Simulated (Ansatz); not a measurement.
# How Cu(100) screens a field, part 2 of 2

Wanted: the response of a Cu(100) slab to a perpendicular field.

Ansatz 0.2.0; plane-wave DFT, r2SCAN, Ansatz PAW.

So far. Step 7 (Atoms held, field 0.2 V/Å): The dipole is 0.0744 e·Å.

**8. Atoms held, field -0.2 V/Å**

input.yaml reads:

```yaml
crystal:
  lattice:
    - [2.5526554801, 0.0, 0.0]
    - [0.0, 2.5526554801, 0.0]
    - [0.0, 0.0, 25.22]
  atoms:
    - { symbol: Cu, position: [0.0, 0.0, 0.3568596352] }
    - { symbol: Cu, position: [0.5, 0.5, 0.4284298176] }
    - { symbol: Cu, position: [0.0, 0.0, 0.5] }
    - { symbol: Cu, position: [0.5, 0.5, 0.5715701824] }
    - { symbol: Cu, position: [0.0, 0.0, 0.6431403648] }
kpoints:
  mp_grid: { grid: [20, 20, 1] }
hamiltonian:
  xc: r2scan
scf:
  occupations: { method: fermi_dirac, width: 0.1 }
  convergence: { dr2_threshold: 1.0e-10 }
efield:
  axis: 3
  dipole_correction: true
  ramp_position: 0.97
  ramp_width: 0.06
  amplitude: -0.2
output:
  forces: true
  write_potential: true
  write_density: true
  volumetric_format: npy
```

Run with:

```
> ansatz run input.yaml --threads 4 --pin off --max-ram 6144MiB --backend cpu --events-out ev --progress --plain --runs-dir out
```

Numbers of over 12 decimals in the logs are rounded to 6 here.

What it wrote:

```text
[...]
Crystal: 5 atoms, lattice volume = 164.335 Å³
Basis set: ecut = 500 eV, 4239 PW (Γ), exchange–correlation on 80×80×768 points (64 copies of the dense FFT grid, shifted against one another)
Bands: 57, of which v1, the nominal top of the filled ones, is band 48 counted from 1 (47 counted from 0)
Symmetry: 8 space group operations
k-points: 66 of 400
[...]
k-point 0: bands = [... 44 lower, 1.3924, 1.5400, 1.5502, 1.5619, 1.5619, 2.9996, 4.3147, 6.9606, ... 5 higher]
  k-point 1: bands = [... 44 lower, 1.4194, 1.5069, 1.5255, 1.5345, 1.5793, 3.1175, 4.4503, 7.0190, ... 5 higher]
  k-point 2: bands = [... 44 lower, 1.4542, 1.4609, 1.4946, 1.5863, 1.6882, 3.4241, 4.8172, 7.1944, ... 5 higher]
  k-point 65: bands = [... 44 lower, 1.9656, 5.4055, 5.4055, 7.1679, 7.1679, 9.4289, 9.4289, 10.7362, ... 5 higher]
[key lines of the parts left out:]
SCF converged after 20 iterations
Free energy (F): -33154.755652 eV
Fermi energy:    3.099077 eV
Dipole field:    D = -0.081925 V/Å  (p = -0.074402 e·Å, saw-weighted, corrected)
```

Wall time 2 min (4 threads of Arm Neoverse N1, shared host); peak memory 1.1 GiB.

The dipole is -0.0744 e·Å.

**9. Single point, field 0.4 V/Å**

input.yaml: that of step 8 with these lines changed.

```diff
@@ -23,3 +23,3 @@
   ramp_width: 0.06
-  amplitude: -0.2
+  amplitude: 0.4
 output:
@@ -29 +29,2 @@
   volumetric_format: npy
+  elf: true
```

What it wrote:

```text
[...]
Crystal: 5 atoms, lattice volume = 164.335 Å³
Basis set: ecut = 500 eV, 4239 PW (Γ), exchange–correlation on 80×80×768 points (64 copies of the dense FFT grid, shifted against one another)
Bands: 57, of which v1, the nominal top of the filled ones, is band 48 counted from 1 (47 counted from 0)
Symmetry: 8 space group operations
k-points: 66 of 400
[...]
k-point 0: bands = [... 44 lower, 1.3836, 1.5293, 1.5435, 1.5533, 1.5533, 2.9858, 4.3060, 6.2507, ... 5 higher]
  k-point 1: bands = [... 44 lower, 1.4106, 1.4976, 1.5169, 1.5262, 1.5708, 3.1038, 4.4409, 6.3096, ... 5 higher]
  k-point 2: bands = [... 44 lower, 1.4438, 1.4537, 1.4860, 1.5777, 1.6793, 3.4107, 4.8058, 6.4863, ... 5 higher]
  k-point 65: bands = [... 44 lower, 1.9601, 5.3968, 5.3968, 7.1594, 7.1594, 9.4206, 9.4206, 10.7273, ... 5 higher]
[key lines of the parts left out:]
SCF converged after 22 iterations
Free energy (F): -33154.777982 eV
Fermi energy:    3.090034 eV
Dipole field:    D = 0.163986 V/Å  (p = 0.148928 e·Å, saw-weighted, corrected)
```

Run time: 2.1 min. Hardware: 4 threads; peak memory 1.1 GiB.

Running mean over 1.805 Å of the planar mean, with the applied field; the ramp of the sawtooth is left out. Electron's electrostatic potential energy less the Fermi level against z:

| z (Å) | electron's electrostatic potential energy less the Fermi level (eV) |
| --- | --- |
| 4 | 3.16 |
| 6 | 3.91 |
| 8 | -1.42 |
| 10 | -8.53 |
| 12 | -8.61 |
| 14 | -8.64 |
| 16 | -8.32 |
| 18 | 3.89 |
| 20 | 5.42 |
| 22 | 6.22 |

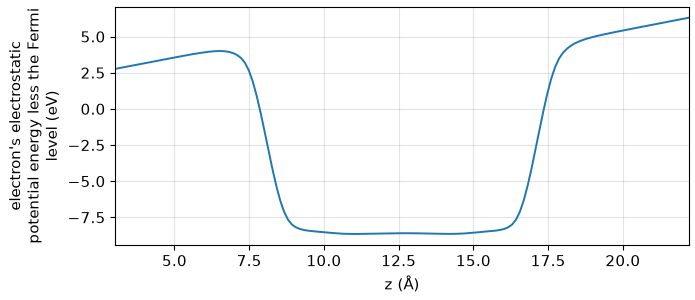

Electron's electrostatic potential energy less the Fermi level, plotted against z.

The dipole is 0.149 e·Å.

**10. The response**

This step: plane-wave DFT, r2SCAN, Ansatz PAW; screening of a field by a metal slab (Ansatz 0.2.0).

The dipoles give the slope, and the difference of two potentials shows where the field is screened.

This step gave:

| Property | Result |
| --- | --- |
| equivalent conductor thickness p/(ε₀AE) | 10.33 Å |
| distance between the outer atoms | 7.220 Å |
| image plane, upper face | 1.600 Å |
| induced electrons on the upper face over ε₀E | -0.9914 |
| image plane, lower face | 1.600 Å |
| induced electrons on the lower face over ε₀E | 0.9914 |

Table of dipole of the cell by applied field:

| applied field (V/Å) | dipole of the cell (e·Å) |
| --- | --- |
| -0.200 | -0.0744 |
| -0.100 | -0.0372 |
| -0.050 | -0.0186 |
| 0.000 | 0 |
| 0.050 | 0.0186 |
| 0.100 | 0.0372 |
| 0.200 | 0.0744 |
| 0.400 | 0.149 |

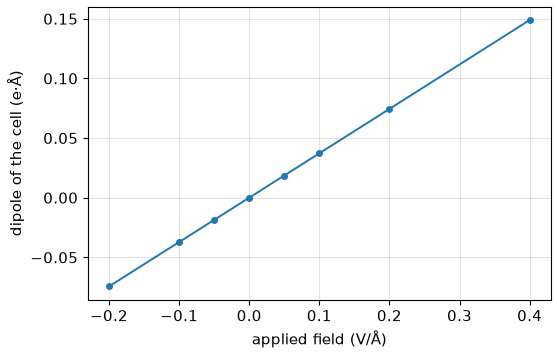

Dipole of the cell against applied field.

Local field over the applied field, running mean. From the potentials at -0.05 and 0.05 V/Å; running mean over 1.805 Å. The local field over applied field by z:

| z (Å) | local field over applied field |
| --- | --- |
| 6 | 0.948 |
| 8 | 0.271 |
| 10 | 1.9e-4 |
| 12 | 0.00363 |
| 14 | 0.00148 |
| 16 | -0.0224 |
| 18 | 0.650 |
| 20 | 0.988 |

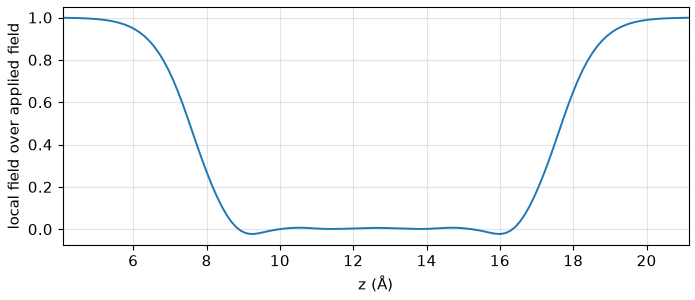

Local field over applied field against z.

Electrons, planar mean, per unit field. Table of induced electron density by z:

| z (Å) | induced electron density (e/Å³ per V/Å) |
| --- | --- |
| 5 | 5.1e-5 |
| 6 | 3.6e-4 |
| 7 | 0.00183 |
| 8 | 0.00398 |
| 9 | -2.8e-4 |
| 10 | -1.3e-4 |
| 11 | 3.5e-5 |
| 12 | -1.3e-4 |
| 13 | 4.8e-5 |
| 14 | -1.7e-5 |
| 15 | -1.7e-4 |
| 16 | 3.3e-4 |
| 17 | -0.00336 |
| 18 | -0.00241 |
| 19 | -5.4e-4 |
| 20 | -8.0e-5 |
| 21 | -1.0e-5 |

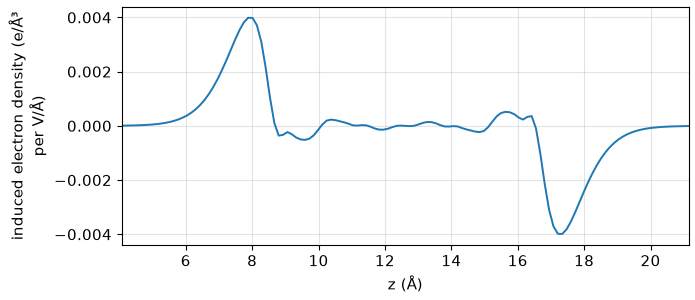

Induced electron density against z.

By hand: between -0.05 and 0.05 V/Å the dipole changes by 0.03719 e·Å, a slope of 0.3719 e·Å²/V. A perfect conductor of thickness t has p = ε₀AEt, so t = 180.95 × 0.3719 / 6.516 = 10.33 Å (e/ε₀ = 180.95 V·Å, A in Å²). Less the 7.22 Å between the outer atoms, and halved, that puts each image plane 1.55 Å out.

The induced dipole is that of a conductor 10.33 Å thick.

**11. The same run with other settings**

This step: plane-wave DFT, r2SCAN, Ansatz PAW (Ansatz 0.2.0).

A run with a changed input: it repeats the earlier run at 0.05 V/Å with scf.occupations.width from 0.1 removed and scf.occupations.method from fermi_dirac to tetrahedron.

input.yaml: that of step 9 with these lines changed.

```diff
@@ -16,3 +16,3 @@
 scf:
-  occupations: { method: fermi_dirac, width: 0.1 }
+  occupations: { method: tetrahedron }
   convergence: { dr2_threshold: 1.0e-10 }
@@ -23,3 +23,3 @@
   ramp_width: 0.06
-  amplitude: 0.4
+  amplitude: 0.05
 output:
@@ -29,2 +29 @@
   volumetric_format: npy
-  elf: true
```

What it wrote:

```text
Warning: output.forces, output.stress, relax.cell or npt_langevin: where a Kohn–Sham band that disperses or a degenerate level is filled in part under the method tetrahedron, the forces or the stress that this run publishes need not agree with its energy (scf.occupations.method in the input reference, under Limitations); prefer a smearing scheme for the forces or the stress
[...]
Crystal: 5 atoms, lattice volume = 164.335 Å³
Basis set: ecut = 500 eV, 4239 PW (Γ), exchange–correlation on 80×80×768 points (64 copies of the dense FFT grid, shifted against one another)
Bands: 57, of which v1, the nominal top of the filled ones, is band 48 counted from 1 (47 counted from 0)
Symmetry: 8 space group operations
k-points: 66 of 400
[...]
SCF iter   1: F=—  HF=-33154.836640 eV  |F-HF|=—  |Δ(HF+E_count)|=         —  Δρ=2.64e-2  dr2=1.06e0  dr2_τ=4.80e-3  ethr=1.77e-3  p=0.000 e·Å  D=9.38e-14 V/Å  ΔV_dip=-0.00 eV  dr2_dipole=1.96e-1  V_vac-E_F(+/−)=5.35/4.19 eV  ⟨swp⟩=8.6  Hψ=16221  notcnv=0
[...]
SCF iter  23: F=-33154.724677 eV  HF=-33154.724677 eV  |F-HF|=5.09e-11  |Δ(HF+E_count)|=   4.02e-9  Δρ=9.34e-8  dr2=4.38e-11  dr2_τ=1.33e-13  ethr=1.00e-12  p=0.019 e·Å  D=2.05e-2 V/Å  ΔV_dip=-0.52 eV  dr2_dipole=1.21e-11  V_vac-E_F(+/−)=4.77/4.13 eV  ⟨swp⟩=6.1  Hψ=20557  notcnv=0
SCF 1 converged in 23 iterations: F = -33154.724677 eV  dr2 = 4.38e-11
[...]
SCF converged after 23 iterations
Stability not checked: this state was not tested for a lower state beside it, because cold or Methfessel-Paxton smearing, or corrected tetrahedra, fill the levels in a way that the test cannot read (fill_not_monotonic; see scf.lower_state_search)
[...]
Free energy (F): -33154.724677 eV
[...]
Internal energy: -33154.724680 eV  (E = F + TS)
E sigma→0 (E₀):  -33154.724677 eV
Entropy (-TS):   0.000003 eV (0.001 meV/atom)
Fermi energy:    3.134067 eV
Dipole field:    D = 0.020456 V/Å  (p = 0.018577 e·Å, saw-weighted, corrected)
Work function:   not extracted (applied field tilts the vacuum); planar V_es + V_field profile in the machine report
[...]
--- Forces (eV/Å), atoms counted from 1 ---
  atom   1  Cu    -0.00000000     0.00000000     0.40623150
  atom   2  Cu    -0.00000000     0.00000000    -0.24440644
  atom   3  Cu     0.00000000     0.00000000    -0.00061032
  atom   4  Cu     0.00000000     0.00000000     0.24607202
  atom   5  Cu     0.00000000     0.00000000    -0.40728775
  max |Σ_I F_I| component: 9.85e-7 eV/Å
--- Band table (eV; the first three rows and the last of 66) ---
  k-point 0: bands = [... 44 lower, 1.4138, 1.5613, 1.5707, 1.5893, 1.5893, 3.0122, 4.3310, 7.4320, ... 5 higher]
  k-point 1: bands = [... 44 lower, 1.4433, 1.5289, 1.5529, 1.5555, 1.6051, 3.1305, 4.4670, 7.4895, ... 5 higher]
  k-point 2: bands = [... 44 lower, 1.4764, 1.4859, 1.5150, 1.6123, 1.7136, 3.4379, 4.8349, 7.6621, ... 5 higher]
  k-point 65: bands = [... 44 lower, 1.9832, 5.4349, 5.4349, 7.1872, 7.1872, 9.4498, 9.4498, 10.7687, ... 5 higher]
```

The job ended after 1.8 min (4 threads; peak memory 1.1 GiB).

This step gave:

```
dipole along the normal : 0.01858 e·Å
```

Force by atom:

| atom | x (eV/Å) | y (eV/Å) | z (eV/Å) | size |
| --- | --- | --- | --- | --- |
| Cu1 | 0.000 | 0.000 | 0.406 | 0.406 |
| Cu2 | 0.000 | 0.000 | -0.244 | 0.244 |
| Cu3 | 0.000 | 0.000 | -0.001 | 0.001 |
| Cu4 | 0.000 | 0.000 | 0.246 | 0.246 |
| Cu5 | 0.000 | 0.000 | -0.407 | 0.407 |

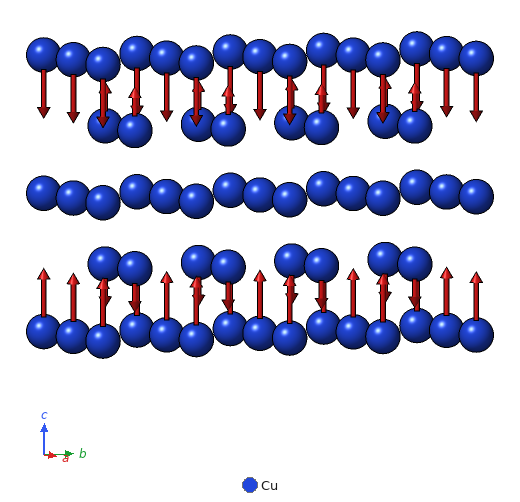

Force as arrows, the longest 0.407 eV/Å. 2×4×1 cells are drawn. Some periodic images of atoms are drawn too.

| quantity | this run | earlier run | difference |
| --- | --- | --- | --- |
| dipole along the normal (e·Å) | 0.01858 | 0.01860 | -1.8e-5 |

The dipole moves by under 0.5 % or 5e-5 e·Å. The run took 23 SCF cycles against 19.

**12. The same run with other settings**

Another changed input: it repeats the earlier run at 0.05 V/Å with efield.dipole_correction from true to false and efield.amplitude from 0.05 to 0.02.

input.yaml: that of step 11 with these lines changed.

```diff
@@ -16,3 +16,3 @@
 scf:
-  occupations: { method: tetrahedron }
+  occupations: { method: fermi_dirac, width: 0.1 }
   convergence: { dr2_threshold: 1.0e-10 }
@@ -20,6 +20,6 @@
   axis: 3
-  dipole_correction: true
+  dipole_correction: false
   ramp_position: 0.97
   ramp_width: 0.06
-  amplitude: 0.05
+  amplitude: 0.02
 output:
```

What it wrote:

```text
[...]
Crystal: 5 atoms, lattice volume = 164.335 Å³
Basis set: ecut = 500 eV, 4239 PW (Γ), exchange–correlation on 80×80×768 points (64 copies of the dense FFT grid, shifted against one another)
Bands: 57, of which v1, the nominal top of the filled ones, is band 48 counted from 1 (47 counted from 0)
Symmetry: 8 space group operations
k-points: 66 of 400
[...]
SCF iter   1: F=—  HF=-33154.846008 eV  |F-HF|=—  |Δ(HF+E_count)|=         —  Δρ=2.60e-2  dr2=7.22e-1  dr2_τ=4.72e-3  ethr=1.77e-3  p=0.000 e·Å  V_vac-E_F(+/−)=5.01/4.55 eV  ⟨swp⟩=8.4  Hψ=16078  notcnv=0  defer=52
[...]
SCF iter  20: F=-33154.748339 eV  HF=-33154.748339 eV  |F-HF|=1.09e-10  |Δ(HF+E_count)|=  7.28e-12  Δρ=5.35e-8  dr2=5.55e-12  dr2_τ=1.41e-14  ethr=1.00e-12  p=0.013 e·Å  V_vac-E_F(+/−)=4.72/4.29 eV  ⟨swp⟩=8.7  Hψ=18017  notcnv=0
SCF 1 converged in 20 iterations: F = -33154.748339 eV  dr2 = 5.55e-12
[...]
SCF converged after 20 iterations
[...]
Free energy (F): -33154.748339 eV
[...]
Internal energy: -33154.696702 eV  (E = F + TS)
E sigma→0 (E₀):  -33154.722520 eV
Entropy (-TS):   -0.051637 eV (-10.327 meV/atom)
Fermi energy:    3.101949 eV
Dipole field:    D = 0.013872 V/Å  (p = 0.012598 e·Å, saw-weighted)
Work function:   not extracted (applied field tilts the vacuum); planar V_es + V_field profile in the machine report
[...]
--- Forces (eV/Å), atoms counted from 1 ---
  atom   1  Cu     0.00000000     0.00000000     0.39890641
  atom   2  Cu     0.00000000     0.00000000    -0.24816226
  atom   3  Cu    -0.00000000     0.00000000    -0.00035784
  atom   4  Cu     0.00000000     0.00000000     0.24929970
  atom   5  Cu     0.00000000     0.00000000    -0.39968635
  max |Σ_I F_I| component: 3.38e-7 eV/Å
--- Band table (eV; the first three rows and the last of 66) ---
  k-point 0: bands = [... 44 lower, 1.3951, 1.5437, 1.5521, 1.5647, 1.5647, 3.0040, 4.3174, 7.4734, ... 5 higher]
  k-point 1: bands = [... 44 lower, 1.4222, 1.5098, 1.5282, 1.5371, 1.5820, 3.1218, 4.4531, 7.5307, ... 5 higher]
  k-point 2: bands = [... 44 lower, 1.4578, 1.4630, 1.4973, 1.5890, 1.6910, 3.4283, 4.8206, 7.7024, ... 5 higher]
  k-point 65: bands = [... 44 lower, 1.9658, 5.4083, 5.4083, 7.1706, 7.1706, 9.4316, 9.4316, 10.7391, ... 5 higher]
```

Elapsed: 1.9 min, on 4 threads; peak memory 1.1 GiB; 7.5 min of CPU time.

| quantity | this run | earlier run | difference |
| --- | --- | --- | --- |
| dipole along the normal (e·Å) | 0.01260 | 0.01860 | -0.0060 |

The applied field differs, and the slope found earlier predicts a dipole of 0.00744 e·Å; this run gives 0.0126 e·Å, 0.0052 e·Å more.

With the dipole correction off, the periodic images add a field of their own to the typed one.

These numbers are not those of the isolated slab.

**13. What came out**

| Quantity | Value |
| --- | --- |
| work function | 4.51 eV |
| image plane, upper face | 1.60 Å |
| induced electrons on the upper face over ε₀E | -0.991 |
| equivalent conductor thickness p/(ε₀AE) | 10.3 Å |

The induced charge has its centre 1.60 Å outside the outermost atoms; this is the plane from which a capacitor's gap or an image potential counts. The equivalent conductor thickness exceeds the distance between the outer atoms by 3.11 Å, about the sum of the two image-plane distances. The atoms are held at bulk positions with the tabulated experimental lattice constant.

[Logs are printed without paths, hosts, clocks, repeated set-up lines and the standing remarks that a program may print on its own settings, such as how far it seeks lower states.]

[Hosts, paths, dates, database ids (printed as entryN), source tags and the programs' standing remarks are cut or masked in the printed files.]

[Maps of the electrostatic potential energy from Ansatz leave out the sawtooth potential of an applied field or a dipole correction, so their vacuum need not be flat; planar profiles and work functions include it.]
